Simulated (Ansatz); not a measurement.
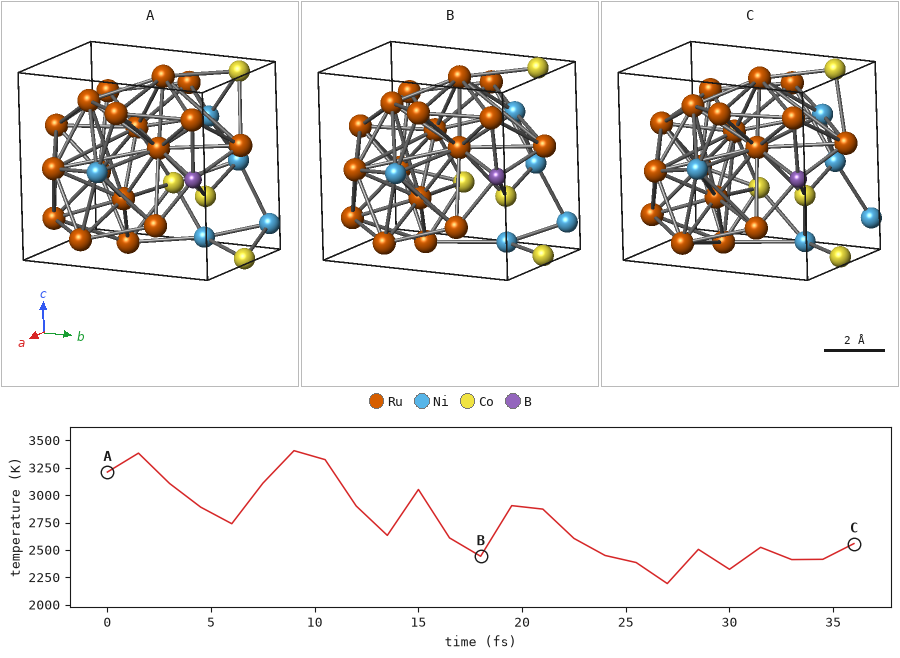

First-principles dynamics of an amorphous cell of composition Co3Ni5BRu15 (24 atoms in the cell), 36 fs long. Frames (A at 0 fs, B at 18 fs, C at 36 fs) and the history of the run. The picture is a ball-and-stick view of the simulation cell, seen slightly off an axis. Bonds to atoms that aren't drawn are left out.

Computed with DFT PBE, scalar-relativistic, plane waves, PAW in Ansatz. Set-up: plane-wave cutoff 320 eV; k-point mesh 1 × 1 × 1; Fermi-Dirac smearing 0.289 eV; set temperature 3350 K; time step 1.5 fs.

Q: What happens in this trajectory?

A: The mean temperature in the second half is 2507 K (standard deviation 191 K). The potential energy is still drifting at the end, so the run hasn't reached equilibrium. The potential energy in the second half lies on average 221 meV per atom above the first frame. The mean pressure there is 17.9 GPa. In the second half of the run the atoms are, in the root-mean-square, this far from where they began (common drift taken out): Co 0.35 Å, Ni 0.28 Å, B 0.28 Å, Ru 0.16 Å. The run lasts only 36 fs, too short to tell vibration from diffusion.

Limits of the set-up: the cutoff lies below the recommended one; the periodic images lie only 6.5 Å apart, so the values are limited by the cell's size.

The run took 100 s on 2 threads of Arm Neoverse V1 (shared host), peak memory 0.6 GiB.
